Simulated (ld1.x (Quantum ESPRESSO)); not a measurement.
Pseudopotential generation for Be (part 2 of 2)

Continued. System: beryllium (Be, Z = 4), core [He], reference valence 2s1.5 2p0.5, valence charge 2. Method: TM potential, PBEsol, scalar-relativistic, made with ld1.x (Quantum ESPRESSO) 7.5.

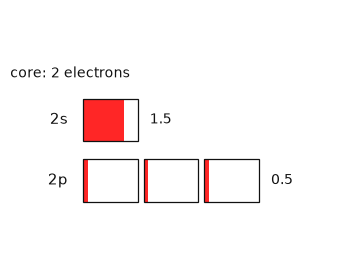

The valence shells of the reference configuration: a box for each of the 2l + 1 orbitals, shaded by the share of the shell that is filled, with the electron count at the right.

Output of the test run (extracts), continued:
```
     ---------------------- Testing the pseudopotential ----------------------

     Be
     scalar relativistic calculation

     atomic number is  4.00   valence charge is  2.00
     dft =PBESOL   lsd =0 sic =0 latt =0  beta=0.20 tr2=1.0E-14
     mesh =1041 r(mesh) = 100.85720 xmin = -7.00 dx = 0.01250

     n l     nl             e AE (Ry)        e PS (Ry)    De AE-PS (Ry)
     1 0     2S   1( 1.00)       -0.99787       -0.99231       -0.00556  !
     2 1     2P   1( 0.00)       -0.70944       -0.69346       -0.01598  !

     eps = 2.8E-15  iter =  6

     Etot =     -28.375343 Ry,     -14.187671 Ha,    -386.066204 eV
     Etotps =    -1.586223 Ry,      -0.793111 Ha,     -21.581662 eV
     dEtot_ae =       0.563374 Ry
     dEtot_ps =       0.560063 Ry,   Delta E=       0.003311 Ry

     Ekin =       0.401176 Ry,       0.200588 Ha,       5.458282 eV
     Encl =      -1.981114 Ry,      -0.990557 Ha,     -26.954425 eV
     Ehrt =       0.390677 Ry,       0.195338 Ha,       5.315427 eV
     Ecxc =      -0.663861 Ry,      -0.331930 Ha,      -9.032289 eV
     (Ecc =      -0.291247 Ry,      -0.145624 Ha,      -3.962622 eV)
     Epseu=       0.266899 Ry,       0.133449 Ha,       3.631343 eV

     ---------------------- End of pseudopotential test ----------------------

     ---------------------- Testing the pseudopotential ----------------------

     Be
     scalar relativistic calculation

     atomic number is  4.00   valence charge is  2.00
     dft =PBESOL   lsd =0 sic =0 latt =0  beta=0.20 tr2=1.0E-14
     mesh =1041 r(mesh) = 100.85720 xmin = -7.00 dx = 0.01250

     n l     nl             e AE (Ry)        e PS (Ry)    De AE-PS (Ry)
     1 0     2S   1( 1.50)       -0.69132       -0.68766       -0.00366
     2 1     2P   1( 0.00)       -0.41076       -0.40506       -0.00570  !

     eps = 7.8E-15  iter =  7

     Etot =     -28.796960 Ry,     -14.398480 Ha,    -391.802605 eV
     Etotps =    -2.005553 Ry,      -1.002777 Ha,     -27.286944 eV
     dEtot_ae =       0.141756 Ry
     dEtot_ps =       0.140732 Ry,   Delta E=       0.001024 Ry

     Ekin =       0.535824 Ry,       0.267912 Ha,       7.290254 eV
     Encl =      -2.839441 Ry,      -1.419721 Ha,     -38.632565 eV
     Ehrt =       0.830887 Ry,       0.415443 Ha,      11.304789 eV
     Ecxc =      -0.873398 Ry,      -0.436699 Ha,     -11.883180 eV
     (Ecc =      -0.291247 Ry,      -0.145624 Ha,      -3.962622 eV)
     Epseu=       0.340575 Ry,       0.170287 Ha,       4.633757 eV

     ---------------------- End of pseudopotential test ----------------------

     ---------------------- Testing the pseudopotential ----------------------

     Be
     scalar relativistic calculation

     atomic number is  4.00   valence charge is  2.00
     dft =PBESOL   lsd =0 sic =0 latt =0  beta=0.20 tr2=1.0E-14
     mesh =1041 r(mesh) = 100.85720 xmin = -7.00 dx = 0.01250

     n l     nl             e AE (Ry)        e PS (Ry)    De AE-PS (Ry)
     1 0     2S   1( 0.00)       -1.00310       -1.02044        0.01734  !
     2 1     2P   1( 1.00)       -0.71740       -0.72032        0.00291

     eps = 4.9E-17  iter = 10

     Etot =     -28.088202 Ry,     -14.044101 Ha,    -382.159458 eV
     Etotps =    -1.286738 Ry,      -0.643369 Ha,     -17.506960 eV
     dEtot_ae =       0.850514 Ry
     dEtot_ps =       0.859548 Ry,   Delta E=      -0.009033 Ry

     Ekin =       0.915174 Ry,       0.457587 Ha,      12.451578 eV
     Encl =      -1.833662 Ry,      -0.916831 Ha,     -24.948238 eV
     Ehrt =       0.357863 Ry,       0.178931 Ha,       4.868968 eV
     Ecxc =      -0.628312 Ry,      -0.314156 Ha,      -8.548618 eV
     (Ecc =      -0.291247 Ry,      -0.145624 Ha,      -3.962622 eV)
     Epseu=      -0.097801 Ry,      -0.048900 Ha,      -1.330650 eV

     ---------------------- End of pseudopotential test ----------------------

     ---------------------- Testing the pseudopotential ----------------------

     Be
     scalar relativistic calculation

     atomic number is  4.00   valence charge is  2.00
     dft =PBESOL   lsd =0 sic =0 latt =0  beta=0.20 tr2=1.0E-14
     mesh =1041 r(mesh) = 100.85720 xmin = -7.00 dx = 0.01250

     n l     nl             e AE (Ry)        e PS (Ry)    De AE-PS (Ry)
     1 0     2S   1( 1.00)       -0.44872       -0.45132        0.00260
     2 1     2P   1( 1.00)       -0.18343       -0.18429        0.00086

     eps = 2.0E-15  iter =  7

     Etot =     -28.806316 Ry,     -14.403158 Ha,    -391.929901 eV
     Etotps =    -2.013455 Ry,      -1.006728 Ha,     -27.394454 eV
     dEtot_ae =       0.132400 Ry
     dEtot_ps =       0.132830 Ry,   Delta E=      -0.000430 Ry

     Ekin =       0.971416 Ry,       0.485708 Ha,      13.216785 eV
     Encl =      -3.387445 Ry,      -1.693723 Ha,     -46.088542 eV
     Ehrt =       1.279524 Ry,       0.639762 Ha,      17.408813 eV
     Ecxc =      -1.014883 Ry,      -0.507441 Ha,     -13.808181 eV
     (Ecc =      -0.291247 Ry,      -0.145624 Ha,      -3.962622 eV)
     Epseu=       0.137933 Ry,       0.068966 Ha,       1.876671 eV

     ---------------------- End of pseudopotential test ----------------------

     ---------------------- Testing the pseudopotential ----------------------

     Be
     scalar relativistic calculation

     atomic number is  4.00   valence charge is  2.00
     dft =PBESOL   lsd =0 sic =0 latt =0  beta=0.20 tr2=1.0E-14
     mesh =1041 r(mesh) = 100.85720 xmin = -7.00 dx = 0.01250

     n l     nl             e AE (Ry)        e PS (Ry)    De AE-PS (Ry)
     1 0     2S   1( 0.00)       -0.48015       -0.48904        0.00889  !
     2 1     2P   1( 2.00)       -0.21388       -0.21722        0.00334

     eps = 4.0E-16  iter = 12

     Etot =     -28.540426 Ry,     -14.270213 Ha,    -388.312281 eV
     Etotps =    -1.743952 Ry,      -0.871976 Ha,     -23.727675 eV
     dEtot_ae =       0.398290 Ry
     dEtot_ps =       0.402334 Ry,   Delta E=      -0.004044 Ry

     Ekin =       1.365370 Ry,       0.682685 Ha,      18.576802 eV
     Encl =      -3.203288 Ry,      -1.601644 Ha,     -43.582955 eV
     Ehrt =       1.201554 Ry,       0.600777 Ha,      16.347977 eV
     Ecxc =      -0.968642 Ry,      -0.484321 Ha,     -13.179051 eV
     (Ecc =      -0.291247 Ry,      -0.145624 Ha,      -3.962622 eV)
     Epseu=      -0.138945 Ry,      -0.069473 Ha,      -1.890448 eV

     ---------------------- End of pseudopotential test ----------------------
```

Summary:

- outcome: generated
- cutoffs needed: 10 Ry and 35 Ry (the cutoffs, on a coarse ladder, from which the occupation-weighted sum of valence levels, in a spherical-Bessel basis at the reference potential, stays within 10 and 1 mRy of its value at 400 Ry); ghost states and empty shells don't enter this sum
- ghost test: no ghost state below the valence levels in the s, p, d channels (spherical-Bessel basis up to 400 Ry, 20 bohr box)
- largest excitation error: -123 meV (all-electron minus pseudo) for 2s0 2p1, out of 6 test configurations
- range over which the phases arctan(r u′/u) at the test radius agree within 0.05 rad (a looser test near the poles than one of phase shifts): s: up to about 2.1 Ry; p: up to about 0.4 Ry; d: up to about 1.4 Ry
- hardware: 1 CPU thread, shared host
- wall time: 0.56 s
